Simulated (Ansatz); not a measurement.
# WSi2: response to strain

The reference is WSi2 (space group I4/mmm, No. 139; a = 3.211 Å, c = 7.805 Å; relaxed with 0.1 eV smearing).

Strains are applied to the cell and any free atomic positions relax.

Level of theory: r2SCAN in Ansatz (plane waves to 500 eV, PAW, no SOC).

Notes on the quantities. pressure: mean of the normal stresses, compression positive.

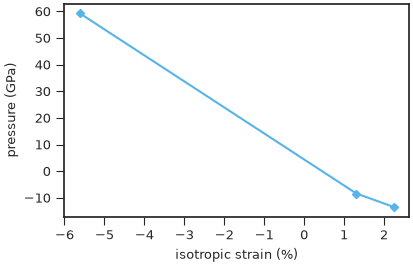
Figure. Pressure against isotropic strain

| isotropic strain (%) | pressure |
|---|---|
| -5.62 | 59.3 GPa |
| 1.31 | -8.4 GPa |
| 2.24 | -13.4 GPa |

No phonon test of stability was made. All final runs are without spin polarisation.

Ansatz is a quantum-chemistry and plane-wave program.
